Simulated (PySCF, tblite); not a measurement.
# C₆H₇S+: dynamics, then NMR shifts on frames, part 2 of 2

tblite 0.8.0 and PySCF 2.14.0. Atoms count from 0.

**5. NMR shieldings: 625 fs, PBE0/pcSseg-1**

The job: settings as JSON, then the geometry in Å.

```
{"job": {"kind": "nmr", "xc": "PBE0", "basis": "pcSseg-1", "pop": false}, "charge": 1, "multiplicity": 1}
C      2.185600     0.217900    -0.640100
C      0.953400    -0.140800     0.201200
C      0.162300    -1.272300    -0.219500
C     -1.200500    -1.489200     0.021500
C     -1.992500    -0.728900     0.901200
S     -1.251000     0.520800     1.712400
C      0.377400     0.591200     1.199300
H      1.795500     0.481400    -1.647600
H      2.930500     0.968100    -0.233700
H      2.673900    -0.766500    -0.655000
H      0.714000    -2.055100    -0.781100
H     -1.666400    -2.405500    -0.530600
H     -3.056900    -0.753000     1.176800
H      0.983400     1.389200     1.661000
```

Level: GIAO PBE0/pcSseg-1 NMR shielding, non-relativistic, gas phase.

What it wrote:

```text
coarse grid: 12480 points
cycle   1  E = -630.2066227439  dE =  1.246e+00  |g| = 2.630e-01  |ddm| = 3.650e+00
cycle   2  E = -630.1990921449  dE =  7.531e-03  |g| = 3.112e-01  |ddm| = 7.121e-01
cycle   3  E = -630.2250806683  dE = -2.599e-02  |g| = 8.434e-02  |ddm| = 3.843e-01
cycle   4  E = -630.2268967691  dE = -1.816e-03  |g| = 3.563e-02  |ddm| = 1.216e-01
cycle   5  E = -630.2272138337  dE = -3.171e-04  |g| = 9.075e-03  |ddm| = 3.787e-02
cycle   6  E = -630.2272324053  dE = -1.857e-05  |g| = 4.329e-03  |ddm| = 1.239e-02
cycle   7  E = -630.2272376810  dE = -5.276e-06  |g| = 8.239e-04  |ddm| = 4.630e-03
final grid: 116600 points
cycle   8  E = -630.2721646559  dE = -1.742e-05  |g| = 8.711e-03  |ddm| = 3.555e-02
cycle   9  E = -630.2721393067  dE =  2.535e-05  |g| = 1.275e-02  |ddm| = 2.262e-02
cycle  10  E = -630.2721842172  dE = -4.491e-05  |g| = 1.618e-03  |ddm| = 1.559e-02
cycle  11  E = -630.2721849796  dE = -7.624e-07  |g| = 3.567e-04  |ddm| = 1.893e-03
cycle  12  E = -630.2721850102  dE = -3.061e-08  |g| = 1.229e-04  |ddm| = 4.413e-04
cycle  13  E = -630.2721850137  dE = -3.443e-09  |g| = 4.989e-05  |ddm| = 1.529e-04
cycle  14  E = -630.2721850143  dE = -6.305e-10  |g| = 1.812e-05  |ddm| = 6.092e-05
converged SCF energy = -630.2721850143

GIAO shielding tensors (ppm)
atom      isotropic    diamagn.    paramagn.     s11        s22        s33       span
  0 C      153.266     245.837     -92.571    136.835    147.148    175.815     38.980
  1 C       18.669     262.508    -243.838    -89.279    -35.967    181.254    270.533
  2 C       18.612     256.944    -238.331    -85.794    -25.556    167.188    252.982
  3 C       40.230     252.183    -211.952    -57.180      6.943    170.928    228.109
  4 C       20.495     264.681    -244.186   -117.163     -0.409    179.058    296.221
  5 S      115.228    1056.334    -941.105   -147.642    -30.098    523.425    671.067
  6 C       26.753     261.453    -234.700    -89.341      9.174    160.427    249.768
  7 H       27.949      27.412       0.537     23.301     26.549     33.997     10.696
  8 H       27.036      26.280       0.756     22.624     25.513     32.971     10.347
  9 H       27.625      26.921       0.704     23.124     27.305     32.445      9.321
 10 H       22.136      30.499      -8.362     18.339     20.922     27.149      8.810
 11 H       21.404      25.517      -4.113     16.543     23.403     24.267      7.723
 12 H       21.134      27.961      -6.827     17.920     19.667     25.815      7.894
 13 H       21.974      30.262      -8.288     17.753     21.901     26.267      8.514
```

It took 17 s on 1 thread of Intel Xeon Platinum 8488C, shared host; peak memory 0.75 GiB.

This run: δ C2 168.3, C1 168.3, C4 166.4, C6 160.2, H12 10.58, H11 10.31 ppm.

**6. Nuclear shieldings: 800 fs, PBE0/pcSseg-1**

The job: settings as JSON, then the geometry in Å.

```
{"job": {"kind": "nmr", "xc": "PBE0", "basis": "pcSseg-1", "pop": false}, "charge": 1, "multiplicity": 1}
C      2.439500    -0.123400     0.125800
C      1.018700    -0.482800     0.532500
C      0.173500    -1.463900     0.065000
C     -1.310500    -1.453700     0.292400
C     -2.031500    -0.485700     1.018400
S     -1.102500     0.758200     1.724800
C      0.563900     0.559600     1.464400
H      2.826100     0.793400     0.343800
H      3.134100    -0.958500     0.513000
H      2.511900    -0.302400    -1.030800
H      0.452400    -2.198900    -0.653200
H     -1.624600    -2.441100    -0.096300
H     -3.219700    -0.438700     1.020500
H      1.306800     1.213900     1.895400
```

With the program's defaults for keys left out, this is: GIAO PBE0/pcSseg-1 NMR shielding, non-relativistic, gas phase.

What it wrote:

```text
coarse grid: 12480 points
cycle   1  E = -630.1661802968  dE =  1.118e+00  |g| = 2.955e-01  |ddm| = 3.602e+00
cycle   2  E = -630.1498132637  dE =  1.637e-02  |g| = 3.833e-01  |ddm| = 7.673e-01
cycle   3  E = -630.1903318642  dE = -4.052e-02  |g| = 9.124e-02  |ddm| = 4.421e-01
cycle   4  E = -630.1925130418  dE = -2.181e-03  |g| = 3.472e-02  |ddm| = 1.238e-01
cycle   5  E = -630.1928324593  dE = -3.194e-04  |g| = 5.404e-03  |ddm| = 3.494e-02
cycle   6  E = -630.1928372021  dE = -4.743e-06  |g| = 2.642e-03  |ddm| = 6.125e-03
final grid: 116600 points
cycle   7  E = -630.2388790015  dE = -1.739e-05  |g| = 9.893e-03  |ddm| = 3.247e-02
cycle   8  E = -630.2388208777  dE =  5.812e-05  |g| = 1.717e-02  |ddm| = 2.636e-02
cycle   9  E = -630.2389033197  dE = -8.244e-05  |g| = 2.936e-03  |ddm| = 1.871e-02
cycle  10  E = -630.2389058262  dE = -2.506e-06  |g| = 4.430e-04  |ddm| = 2.899e-03
cycle  11  E = -630.2389058811  dE = -5.485e-08  |g| = 1.516e-04  |ddm| = 6.761e-04
cycle  12  E = -630.2389058865  dE = -5.443e-09  |g| = 6.670e-05  |ddm| = 1.976e-04
cycle  13  E = -630.2389058876  dE = -1.130e-09  |g| = 1.988e-05  |ddm| = 7.493e-05
cycle  14  E = -630.2389058878  dE = -1.148e-10  |g| = 2.674e-06  |ddm| = 2.355e-05
converged SCF energy = -630.2389058878

GIAO shielding tensors (ppm)
atom      isotropic    diamagn.    paramagn.     s11        s22        s33       span
  0 C      154.746     244.545     -89.798    132.717    148.241    183.280     50.563
  1 C       16.085     262.194    -246.110    -87.872    -45.199    181.324    269.196
  2 C       24.956     255.483    -230.527    -88.999     -1.560    165.428    254.426
  3 C       22.551     254.521    -231.971    -93.719    -20.263    181.634    275.353
  4 C       26.296     263.475    -237.179    -98.851     15.577    162.162    261.013
  5 S       59.338    1054.832    -995.494   -265.889    -67.957    511.859    777.748
  6 C       -4.027     263.537    -267.564   -166.043      1.943    152.019    318.062
  7 H       29.839      30.694      -0.856     24.969     29.631     34.916      9.946
  8 H       26.523      24.012       2.511     22.232     24.795     32.541     10.309
  9 H       26.836      26.504       0.332     21.691     25.864     32.954     11.262
 10 H       22.298      32.314     -10.015     18.912     20.305     27.679      8.767
 11 H       21.481      27.722      -6.240     17.608     20.984     25.851      8.242
 12 H       19.794      24.696      -4.902     16.447     20.868     22.066      5.619
 13 H       20.213      31.407     -11.194     15.409     18.648     26.584     11.175
```

Wall time 18 s (1 thread of Intel Xeon Platinum 8488C, shared host); peak memory 0.75 GiB.

In short: δ C6 191.0, C1 170.8, C3 164.4, C2 162.0, H12 11.92, H13 11.50 ppm.

**7. Shielding tensors: 1000 fs, PBE0/pcSseg-1**

The job: settings as JSON, then the geometry in Å.

```
{"job": {"kind": "nmr", "xc": "PBE0", "basis": "pcSseg-1", "pop": false}, "charge": 1, "multiplicity": 1}
C      2.457000    -0.239100     0.797500
C      1.007600    -0.354000     0.883200
C      0.339900    -1.554100     0.566200
C     -1.052200    -1.726500     0.584200
C     -1.906100    -0.724600     0.728600
S     -1.372800     0.955900     1.057300
C      0.235400     0.776700     1.217700
H      2.963600    -0.552500     1.738000
H      2.870400    -0.884300     0.020600
H      2.779800     0.758600     0.634600
H      0.830800    -2.463600     0.535100
H     -1.306000    -2.801600     0.453200
H     -2.944900    -0.929600     0.502800
H      0.787500     1.524200     1.679100
```

With the program's defaults for keys left out, this is: GIAO PBE0/pcSseg-1 NMR shielding, non-relativistic, gas phase.

What it wrote:

```text
coarse grid: 12480 points
cycle   1  E = -630.1970008045  dE =  1.517e+00  |g| = 3.329e-01  |ddm| = 3.731e+00
cycle   2  E = -630.1676599093  dE =  2.934e-02  |g| = 4.507e-01  |ddm| = 8.697e-01
cycle   3  E = -630.2245153895  dE = -5.686e-02  |g| = 1.038e-01  |ddm| = 5.586e-01
cycle   4  E = -630.2275217455  dE = -3.006e-03  |g| = 3.174e-02  |ddm| = 1.403e-01
cycle   5  E = -630.2277467815  dE = -2.250e-04  |g| = 1.136e-02  |ddm| = 3.455e-02
cycle   6  E = -630.2277774272  dE = -3.065e-05  |g| = 4.096e-03  |ddm| = 1.428e-02
cycle   7  E = -630.2277820410  dE = -4.614e-06  |g| = 1.125e-03  |ddm| = 4.850e-03
final grid: 116600 points
cycle   8  E = -630.2719000981  dE = -2.372e-05  |g| = 9.769e-03  |ddm| = 3.748e-02
cycle   9  E = -630.2718631345  dE =  3.696e-05  |g| = 1.481e-02  |ddm| = 2.594e-02
cycle  10  E = -630.2719244671  dE = -6.133e-05  |g| = 2.040e-03  |ddm| = 1.804e-02
cycle  11  E = -630.2719256870  dE = -1.220e-06  |g| = 4.974e-04  |ddm| = 2.443e-03
cycle  12  E = -630.2719257508  dE = -6.388e-08  |g| = 1.425e-04  |ddm| = 6.287e-04
cycle  13  E = -630.2719257552  dE = -4.325e-09  |g| = 5.753e-05  |ddm| = 1.577e-04
cycle  14  E = -630.2719257559  dE = -7.843e-10  |g| = 2.171e-05  |ddm| = 7.265e-05
converged SCF energy = -630.2719257559

GIAO shielding tensors (ppm)
atom      isotropic    diamagn.    paramagn.     s11        s22        s33       span
  0 C      165.236     243.431     -78.195    149.227    157.371    189.110     39.883
  1 C       25.340     261.726    -236.386    -79.489    -32.005    187.514    267.003
  2 C       25.558     253.339    -227.781    -81.629    -20.335    178.639    260.268
  3 C       42.425     256.668    -214.243    -79.375     26.232    180.419    259.794
  4 C       23.066     262.314    -239.248    -94.915     -3.132    167.245    262.160
  5 S      142.360    1055.417    -913.057   -137.039      1.419    562.701    699.740
  6 C       19.893     261.697    -241.803   -106.909     -7.435    174.024    280.934
  7 H       27.681      24.011       3.670     23.972     25.032     34.038     10.066
  8 H       28.415      27.620       0.795     23.145     27.284     34.815     11.669
  9 H       29.160      28.949       0.211     23.745     28.651     35.084     11.340
 10 H       23.260      32.491      -9.232     19.693     20.840     29.247      9.554
 11 H       21.865      27.580      -5.715     17.595     22.668     25.334      7.739
 12 H       22.036      28.090      -6.054     18.559     22.110     25.440      6.881
 13 H       22.464      32.297      -9.833     19.080     20.110     28.201      9.121
```

Wall time 19 s (1 thread of Intel Xeon Platinum 8488C, shared host); peak memory 0.75 GiB.

In short: δ C6 167.0, C4 163.9, C1 161.6, C2 161.4, H11 9.85, H12 9.68 ppm.

**8. Run by run: NMR shifts**

Shifts (ppm) of some atoms, chosen among heavy atoms and hydrogens apart, with basis size and wall time:

```
  frame     C6     C4     C3     C2    H13    H9   S5  functions  time
 250 fs  171.5  169.5  144.7  138.9  10.28  2.59  405        161  22 s
 425 fs  166.4  179.1  138.0  151.3   9.28  3.31  356        161  17 s
 625 fs  160.2  166.4  146.7  168.3   9.74  4.09  389        161  17 s
 800 fs  191.0  160.6  164.4  162.0  11.50  4.88  444        161  18 s
1000 fs  167.0  163.9  144.5  161.4   9.25  2.56  361        161  19 s
```

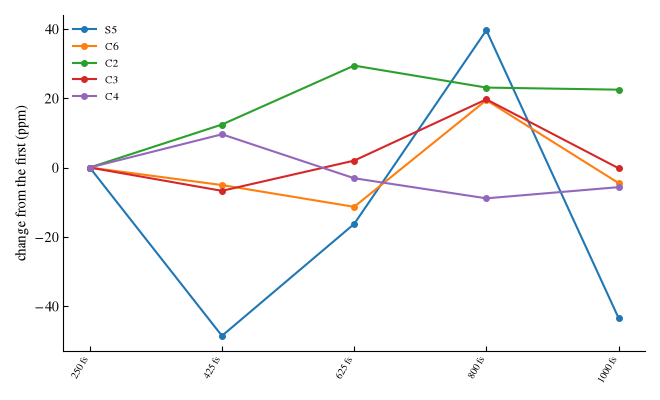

How five of the tabulated atoms move from run to run.

**9. Results**

This closing draws on all 2 parts.

| quantity | value |
| --- | --- |
| thermostat | 600 K |
| mean temperature, second half | 608 K |
| mean potential energy above the minimum | 1.01 eV |
| 13C shifts against TMS (PBE0/pcSseg-1, 250 fs) | 171.5, 169.5, 154.8, 144.7, 138.9, 23.7 ppm |
| 1H shifts against TMS (PBE0/pcSseg-1, 250 fs) | 10.28, 10.13, 9.48, 9.17, 3.64, 3.42, 2.59 ppm |
| 33S shifts against CS2 (PBE0/pcSseg-1, 250 fs) | 405 ppm |
| range of the shift of S5 | 356 to 444 ppm |

In the second half the potential energy averages 1.01 eV above the minimum; equipartition over 36 harmonic modes at 600 K would give 0.93 eV. With 14 atoms the temperature swings widely (302 to 923 K). Shifts at one fixed geometry are not the observed spectrum, which averages over the motion. In the first frame run (250 fs): The largest span, 757 ppm, is at S5, where the paramagnetic term is -957 ppm. At PBE0/pcSseg-1, counted by nearest atom on the grid, the HOMO lies on C4, C6 about 23 % each; C1 18 %, the LUMO on S5 28 %; C2, C4, C6 about 18 % each. In ppm, S5 moves most: its shift spreads over 88 ppm, from 356 (425 fs) to 444 (800 fs).
